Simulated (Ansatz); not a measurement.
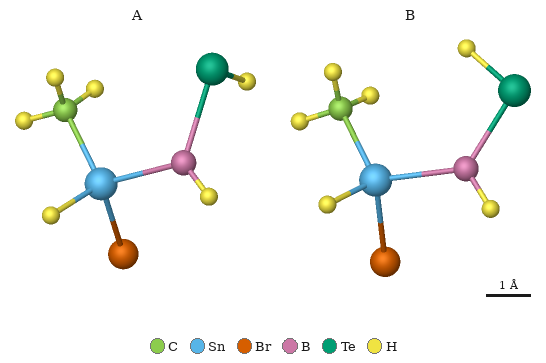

Two geometries of CH6BBrSnTe, drawn at one scale. One is the start of a relaxation, the other its converged end. A ball-and-stick model, seen at a tilt.

Method: RHF/def2-SVP (Ansatz). Settings: no spin polarisation; force threshold 0.015 eV/Å; at most 40 steps.

> Which of the two is the end point?

Structure B is the relaxed one. The run prepares an end point of a later path (torsion) calculation, from a guessed geometry. An H atom moves most after the best rigid fit: 1.61 Å. Largest moves by element: H 1.61 Å, Te 0.84 Å, Br 0.39 Å, B 0.29 Å, C 0.13 Å, Sn 0.13 Å. Among the contacts that change: B–Te 2.270 → 2.132 Å, B–H 1.106 → 1.194 Å, H–Sn 1.793 → 1.710 Å, C–H 1.169 → 1.091 Å. Bond angles that change, for instance: Sn–B–Te 116.8° → 126.2°, B–Te–H 89.2° → 98.1°, Te–B–H 122.0° → 113.7°. Groups turn about B–Te by about 85°. After 23 accepted moves (25 points after the start) the energy has fallen by 25.9 kcal/mol. Largest force component: 2.6 eV/Å at the start, 0.008 eV/Å at the end. The line search rejected the trial steps at points 9, 24 of the run.
